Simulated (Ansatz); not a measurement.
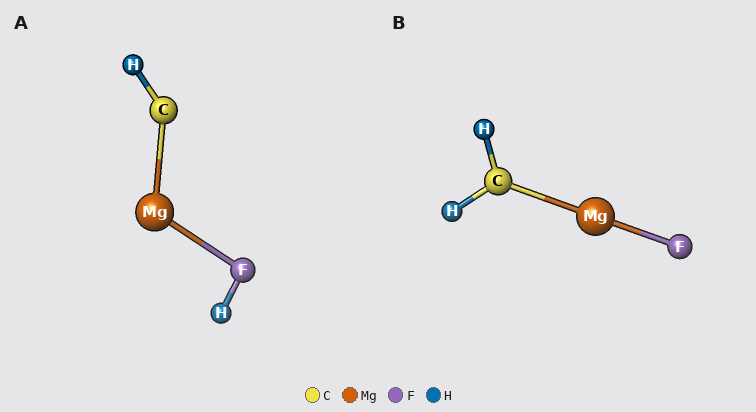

2 stationary structures of one formula. Charge 0, doublet. Geometries: PBE-D4/def2-SVP. Electronic energies: PBE-D4/def2-SVP (Ansatz 0.2.0), without zero-point energy. No frequency run is at hand to confirm each as a minimum.

**Rank them by energy, lowest first.**

B is lowest; A lies 399.8 kJ/mol above it (Cs).

The determinant isn't a pure spin state (⟨S²⟩ up to 1.53).
